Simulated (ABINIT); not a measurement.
# AlGa3N4 (P-43m): RPA correlation energy against the basis, part 2 of 2

Wanted: RPA correlation energy of AlGa3N4 (P-43m), with cost.

ABINIT 10.8.3; PBEsol and many-body steps on it, plane waves.

So far. Step 2 (Empty states on the mesh, 2×2×2 mesh, 325 bands): On this mesh the gap is 2.306 eV. Step 3 (RPA energy: 2×2×2 mesh, 74 bands, screening to 43.5 eV): Local fields lower ε∞ by 2 %. On a Γ-centred mesh this coarse the value itself is usually too large, while a short band sum pulls it down.

### Step 5. RPA energy: 2×2×2 mesh, 204 bands, screening to 108.8 eV

Level of this step: RPA screening on PBEsol, plane waves, norm-conserving pseudopotentials (ABINIT).

run.abi

```
acell 3*1.0 Angstrom
rprim 
  4.471685360000 0.000000000000 0.000000000000
  0.000000000000 4.471685360000 0.000000000000
  0.000000000000 0.000000000000 4.471685360000
ntypat 3
znucl 13 31 7
natom 8
typat 1 2 2 2 3 3 3 3
xred 
  0.000000000000 0.000000000000 0.000000000000
  0.500000000000 0.500000000000 0.000000000000
  0.500000000000 0.000000000000 0.500000000000
  0.000000000000 0.500000000000 0.500000000000
  0.755714420000 0.755714420000 0.244285580000
  0.755714420000 0.244285580000 0.755714420000
  0.244285580000 0.755714420000 0.755714420000
  0.244285580000 0.244285580000 0.244285580000
pp_dirpath "pseudos"
pseudos "Al.upf, Ga.upf, N.upf"
ecut 36
ngkpt 2 2 2
nshiftk 1
shiftk 0 0 0
kptopt 1
chksymbreak 0
istwfk *1
occopt 1
irdwfk 1
optdriver 3
nband 204
ecuteps 4
inclvkb 2
awtr 1
symchi 1
gwcalctyp 1
nfreqre 0
nfreqim 8
gwrpacorr 1
indata_prefix "in"
outdata_prefix "out"
tmpdata_prefix "tmp"
```

The run is started by

```console
$ OMP_NUM_THREADS=1 mpirun -n 4 abinit run.abi > log
```

Numbers of over 12 decimals in the logs are rounded to 6 here.

What it wrote:

```text
.Version 10.8.3 of ABINIT. v10.8.2 released Aug 2026.

 Symmetries : space group P-4 3 m (#215); Bravais cP (primitive cubic)
[... echo of the input left out ...]
== DATASET  1 ==================================================================
-   mpi_nproc: 4, omp_nthreads: 1 (-1 if OMP is not activated)

--- !DatasetInfo
iteration_state: {dtset: 1, }
dimensions: {natom: 8, nkpt: 4, mband: 204, nsppol: 1, nspinor: 1, nspden: 1, mpw: 6235, }
cutoff_energies: {ecut:  36.0, pawecutdg:  -1.0, }
[...]
[... chi0 elements left out ...]
  [... further frequencies ...]

 For q-point:  0.000010 0.000020 0.000030
  dielectric constant =   8.0420
  dielectric constant without local fields =   8.5951

  Average fulfillment of the sum rule on Im[epsilon] for q-point    1 :     62.79  [%]
[... wings left out ...]
  q-point number  2        q = ( 0.500000, 0.000000, 0.000000) [r.l.u.]
--------------------------------------------------------------------------------
[... chi0 elements left out ...]
  [... further frequencies ...]

  Average fulfillment of the sum rule on Im[epsilon] for q-point    2 :     68.90  [%]

 [... 2 further q-points ...]
```

Wall time 37 s (4 MPI ranks of Intel Xeon Platinum 8559C (Emerald Rapids), shared host); peak memory 1.2 GiB; 2.5 min of CPU time.

This step gave:

```
ε∞ with local fields, on this mesh, along the program's q direction : 8.042
the same without local fields                                       : 8.595
plasma frequency                                                    : 30.92 eV
plane waves in the screening matrix                                 : 251
RPA correlation energy                                              : -50.0518 eV
```

### Step 6. RPA energy: 2×2×2 mesh, 297 bands, screening to 144.2 eV

run.abi: that of step 5 with these lines changed.

```diff
@@ -30,4 +30,4 @@
 optdriver 3
-nband 204
-ecuteps 4
+nband 297
+ecuteps 5.3
 inclvkb 2
```

What it wrote:

```text
.Version 10.8.3 of ABINIT. v10.8.2 released Aug 2026.

 Symmetries : space group P-4 3 m (#215); Bravais cP (primitive cubic)
[... echo of the input left out ...]
== DATASET  1 ==================================================================
-   mpi_nproc: 4, omp_nthreads: 1 (-1 if OMP is not activated)

--- !DatasetInfo
iteration_state: {dtset: 1, }
dimensions: {natom: 8, nkpt: 4, mband: 297, nsppol: 1, nspinor: 1, nspden: 1, mpw: 6235, }
cutoff_energies: {ecut:  36.0, pawecutdg:  -1.0, }
[...]
[... chi0 elements left out ...]
  [... further frequencies ...]

 For q-point:  0.000010 0.000020 0.000030
  dielectric constant =   8.0070
  dielectric constant without local fields =   8.6080

  Average fulfillment of the sum rule on Im[epsilon] for q-point    1 :     77.13  [%]
[... wings left out ...]
  q-point number  2        q = ( 0.500000, 0.000000, 0.000000) [r.l.u.]
--------------------------------------------------------------------------------
[... chi0 elements left out ...]
  [... further frequencies ...]

  Average fulfillment of the sum rule on Im[epsilon] for q-point    2 :     83.44  [%]

 [... 2 further q-points ...]
```

The job ended after 65 s (4 MPI ranks; peak memory 1.5 GiB).

Numbers from this step:

```yaml
eps_infinity_with_local_fields_on_this_mesh_along_the_program_s_q_direction: 8.007
the_same_without_local_fields: 8.608
plasma_frequency: 30.92 eV
plane_waves_in_the_screening_matrix: 365
rpa_correlation_energy: -60.4017 eV
```

### Step 7. RPA energy: 2×2×2 mesh, 125 bands, screening to 136.1 eV, 4 frequencies

run.abi: that of step 6 with these lines changed.

```diff
@@ -30,4 +30,4 @@
 optdriver 3
-nband 297
-ecuteps 5.3
+nband 125
+ecuteps 5
 inclvkb 2
@@ -37,3 +37,3 @@
 nfreqre 0
-nfreqim 8
+nfreqim 4
 gwrpacorr 1
```

What it wrote:

```text
.Version 10.8.3 of ABINIT. v10.8.2 released Aug 2026.

 Symmetries : space group P-4 3 m (#215); Bravais cP (primitive cubic)
[... echo of the input left out ...]
== DATASET  1 ==================================================================
-   mpi_nproc: 4, omp_nthreads: 1 (-1 if OMP is not activated)

--- !DatasetInfo
iteration_state: {dtset: 1, }
dimensions: {natom: 8, nkpt: 4, mband: 125, nsppol: 1, nspinor: 1, nspden: 1, mpw: 6235, }
cutoff_energies: {ecut:  36.0, pawecutdg:  -1.0, }
[...]
[... chi0 elements left out ...]
  [... further frequencies ...]

 For q-point:  0.000010 0.000020 0.000030
  dielectric constant =   7.9976
  dielectric constant without local fields =   8.5649

  Average fulfillment of the sum rule on Im[epsilon] for q-point    1 :     44.73  [%]
[... wings left out ...]
  q-point number  2        q = ( 0.500000, 0.000000, 0.000000) [r.l.u.]
--------------------------------------------------------------------------------
[... chi0 elements left out ...]
  [... further frequencies ...]

  Average fulfillment of the sum rule on Im[epsilon] for q-point    2 :     50.94  [%]

 [... 2 further q-points ...]
```

Run time: 21 s. Hardware: 4 MPI ranks; peak memory 1.1 GiB; 83 s of CPU time.

This step gave:

```yaml
eps_infinity_with_local_fields_on_this_mesh_along_the_program_s_q_direction: 7.998
the_same_without_local_fields: 8.565
plasma_frequency: 30.92 eV
plane_waves_in_the_screening_matrix: 341
rpa_correlation_energy: -40.59 eV
```

### Step 8. The rungs together

Times are wall times on 4 MPI ranks of Intel Xeon Platinum 8559C (Emerald Rapids), shared host, good to a factor of about two.

| bands | cutoff (eV) | plane waves | frequencies | E_c (eV/atom) | time |
| --- | --- | --- | --- | --- | --- |
| 74 | 43.5 | 57 | 8 | -2.602 | 9.8 s |
| 125 | 70.7 | 123 | 8 | -4.424 | 18 s |
| 204 | 108.8 | 251 | 8 | -6.256 | 37 s |
| 297 | 144.2 | 365 | 8 | -7.550 | 65 s |
| 125 | 136.1 | 341 | 4 | -5.074 | 21 s |

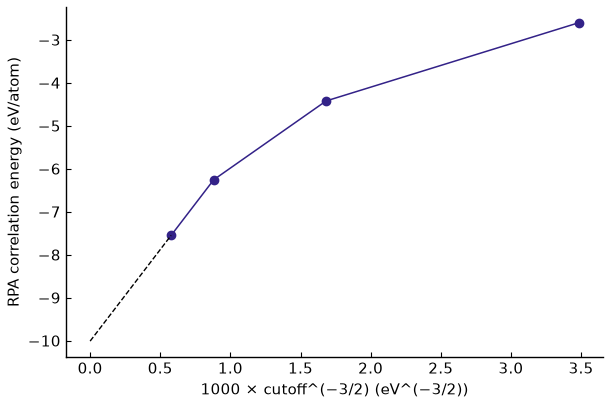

Correlation energy against the cutoff to the power −3/2; dashed, the line to the limit.

### Step 9. Outcome

| Quantity | Value |
| --- | --- |
| 2×2×2 mesh, 74 bands, screening to 43.5 eV | -2.602 eV/atom |
| 2×2×2 mesh, 125 bands, screening to 70.7 eV | -4.424 eV/atom |
| 2×2×2 mesh, 204 bands, screening to 108.8 eV | -6.256 eV/atom |
| 2×2×2 mesh, 297 bands, screening to 144.2 eV | -7.550 eV/atom |
| limit by the two highest rungs | -10.01 eV/atom |

**Reading.** Rows off the diagonal of bands and cutoff are checks and stay out of the ladder. The energy is still falling: −1.294 eV/atom over the last rung. A line in cutoff^(−3/2) puts the limit near -10.01 eV/atom, 33 % beyond the top rung; the pair below gives -8.27, so the estimate is rough. The value holds the valence electrons of these pseudopotentials alone, on one mesh; differences between structures converge far faster than the total.

[Paths, hosts, dates, memory and timing lines, banners, echoed tables and standing remarks are left out of the program output.]

[Logs are printed without paths, hosts, clocks, repeated set-up lines and the standing remarks that a program may print on its own settings, such as how far it seeks lower states.]

[Runs of the session that timed out or met a known fault of the program may be left out.]

[Hosts, paths, dates, database ids (printed as entryN), source tags and the programs' standing remarks are cut or masked in the printed files.]

[G0W0 gaps are taken among the corrected bands and points alone; a level outside them can change the order at an edge.]

[Where Ansatz stands beside ABINIT at settings called matched, ABINIT's density can come from a denser mesh and the files from another edition; pairs whose starting gaps differed by over 0.03 eV were left out, so agreement reads better than it is.]
